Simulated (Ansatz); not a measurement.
CH₆AlB

```
atom    x (Å)    y (Å)    z (Å)
   B  -1.0439   0.9646  -1.4799
  Al   0.3943   0.5678   0.0296
   C   0.5187  -1.1252   1.0778
   H  -0.8606   0.6953  -2.6469
   H  -2.1119   1.4889  -1.2509
   H   1.5024   1.7202   0.3734
   H  -0.2849  -1.8400   0.8388
   H   1.4914  -1.6145   0.8806
   H   0.4831  -0.9031   2.1606
```

Computed with UKS PBE-D4/6-31G (Ansatz).

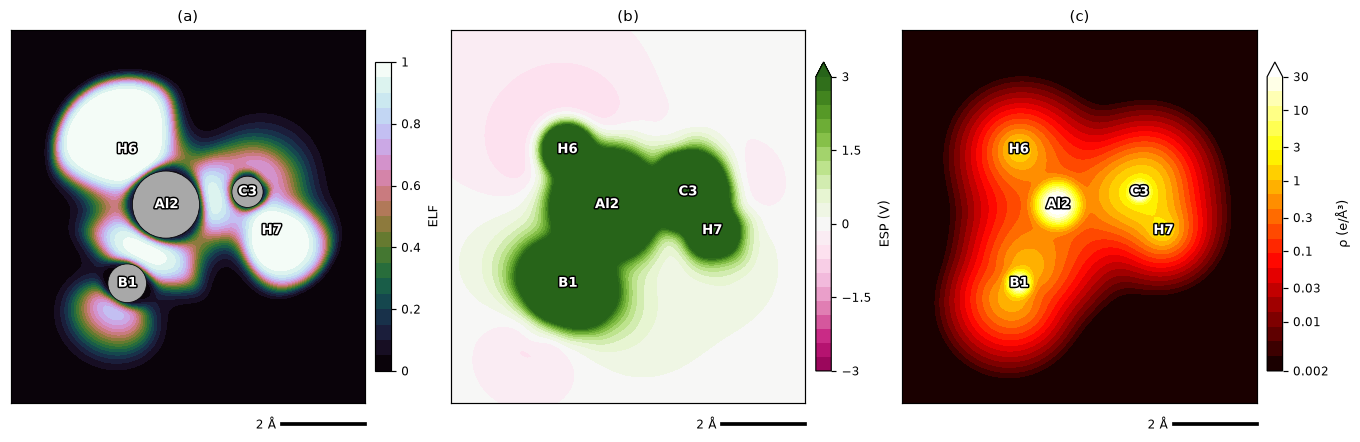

Figure 1. (a) ELF; (b) electrostatic potential; (c) total electron density on the plane of atoms Al2, C3 and H7. Grey discs cover the atomic cores in the ELF map.

Describe what can be read from this map.

- The section cuts through B, Al, C and H sites.
- C–Al (2.00 Å): the density is about 0.61 e/Å³ at the midpoint; the ELF peaks at about 0.95 between the atoms, as expected for a shared but strongly polarised pair.
- Al–B (2.12 Å): ρ at the midpoint is about 0.54 e/Å³; the ELF peaks at about 1 between the atoms; localised, covalent bonding.
- C–H (1.10 Å): the density is about 1.8 e/Å³ at the midpoint; the ELF climbs to about 1 towards the hydrogen, as it does in any bond to H; a covalent bond by its length.
- Al–H (1.64 Å): ρ is about 0.43 e/Å³ halfway; the ELF climbs to about 1 towards the hydrogen.
- Outside the dense part of the molecule the potential is most negative (−0.7 V) near H6.

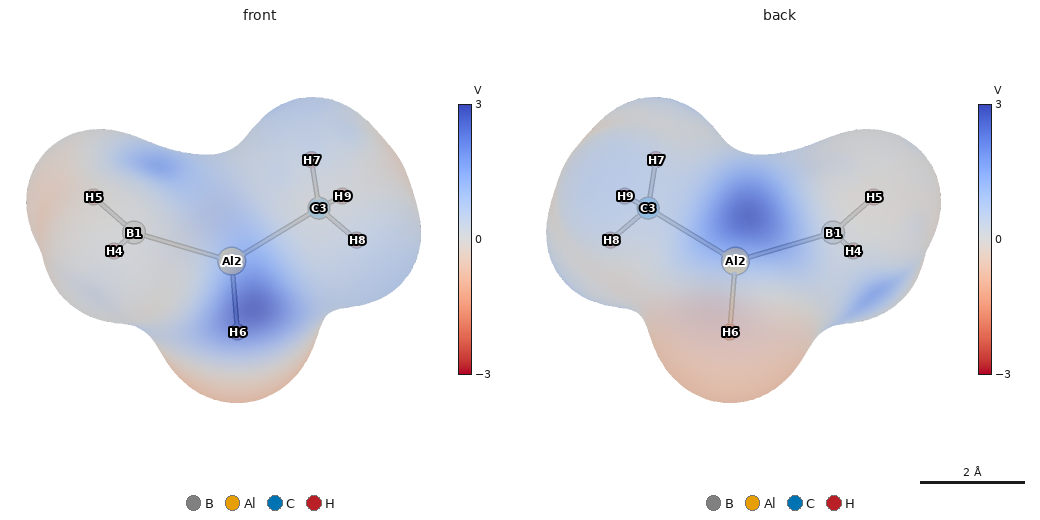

Figure 2. The electrostatic potential painted on the density surface at 0.002 e/bohr³, seen from the front and from behind; the colour scale runs from red (negative) to blue (positive).

Which sites attract a positive test charge, and which a negative one?

A positive charge is drawn to the negative regions and a negative charge to the positive ones. The most negative region (about −0.7 V) lies over H6, the most positive (about +2.6 V) over Al2.

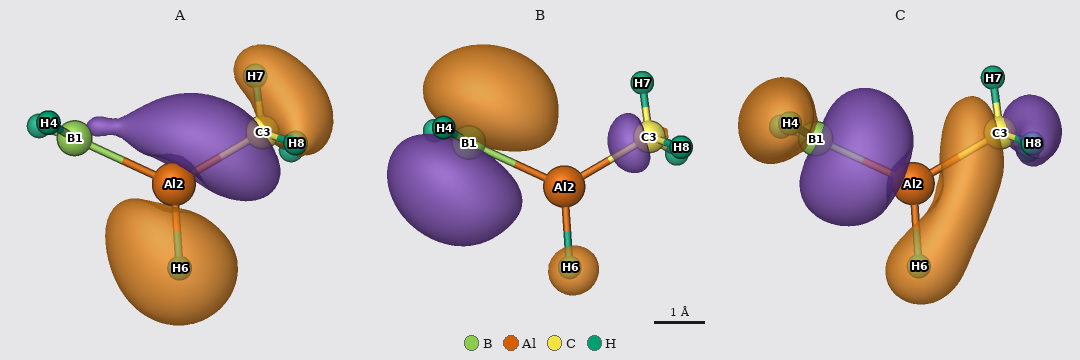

Figure 3. Three frontier orbitals at ±0.1 Å⁻³ᐟ² (orange and purple are the two phases), in no order.

Which picture is the HOMO−1, the HOMO and the LUMO?

A is the HOMO−1 (−6.66 eV). It lies mainly on C3 (about 30 %), Al2 (about 30 %) and H6 (about 25 %). C is the HOMO (−5.98 eV). It lies mainly on B1 (about 40 %), Al2 (about 30 %), C3 (about 10 %) and H6 (about 5 %). B is the LUMO (−2.96 eV). Its weight (Hirshfeld) is mainly on B1 (about 70 %), H4 (about 5 %) and H5 (about 5 %).

What is the HOMO–LUMO gap?

3.02 eV between the orbital energies.

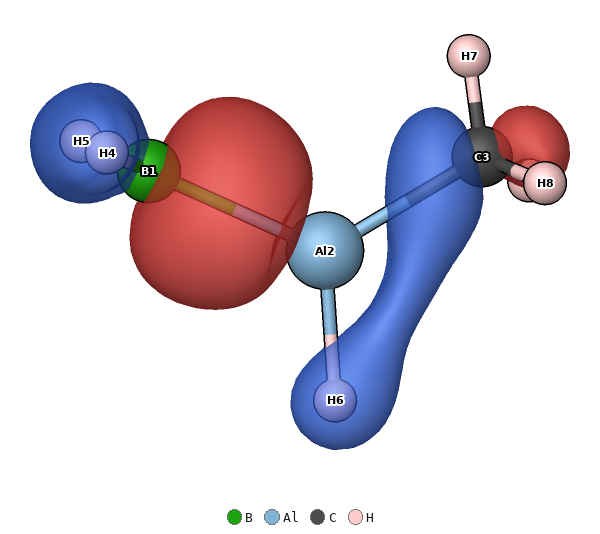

Figure 4. The HOMO at ±0.15 Å⁻³ᐟ² (blue and red are the two phases), seen across its widest extent.

What is the character of this orbital?

By Hirshfeld shares it lies mainly on B1 (about 40 %), Al2 (about 30 %), C3 (about 10 %) and H6 (about 5 %). Its energy is −5.98 eV.
